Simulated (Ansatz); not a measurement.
## WSe2 (2H-MoS2 type, space group P6_3/mmc): scan of one atom of the cell

WSe$_{2}$ (2H-MoS2 type, space group P6_3/mmc)

```
WSe2
1.0
    3.27899     0.00000     0.00000
   -1.63949     2.83969     0.00000
    0.00000     0.00000    12.78582
W Se
2 4
Direct
  0.33333   0.66667   0.25000
  0.66667   0.33333   0.75000
  0.33333   0.66667   0.61827
  0.66667   0.33333   0.11827
  0.66667   0.33333   0.38173
  0.33333   0.66667   0.88173
```

Scan: atom 1 (W, nearest neighbour Se at 2.534 Å; its periodic images, 3.3 Å or more away, move with it) is displaced towards the nearest neighbour, direction (0.647, -0.374, -0.665) in Cartesian axes, by s. The other atoms stay.

Method: PBE-D3(BJ) (plane waves to 420 eV, PAW, scalar-relativistic; Ansatz, an electronic-structure program). k mesh 9×9×2 (Γ-centred), Fermi-Dirac smearing 0.05 eV. Energies are smeared free energies. Spin-orbit coupling is left out, though W is heavy. The PAW data are Ansatz's earlier set. WSe2 is run without spin polarisation. WSe2 was relaxed with its symmetry unable to fall. ΔE is measured from the undisplaced structure.

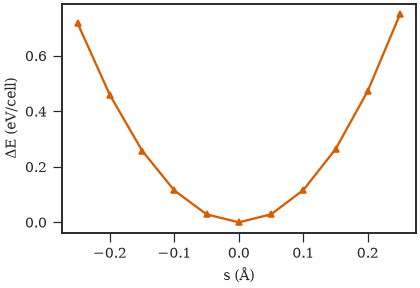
Figure: ΔE (eV/cell) against s (Å); markers are the computed points, lines only join them.

The energy at s = 0.250 Å is 750 meV/cell. The force constant k = d²E/ds² at s = 0 (finite differences) is 23.0 eV/Å². Symmetry of the curve: not even: the positive side lies higher at ±0.250 Å. Harmonic estimate at the end of the scan: ½ks² = 720 meV/cell against the computed 750 meV/cell, so the well is close to harmonic there. Shape of the curve: a single well with its minimum at or next to zero displacement.

With its periodic images moving along, the atom's site symmetry in this cell is -6m2.

(For displaced atoms, the force is minus the slope of the energy, and its curvature is a force constant, which sets phonon frequencies.)
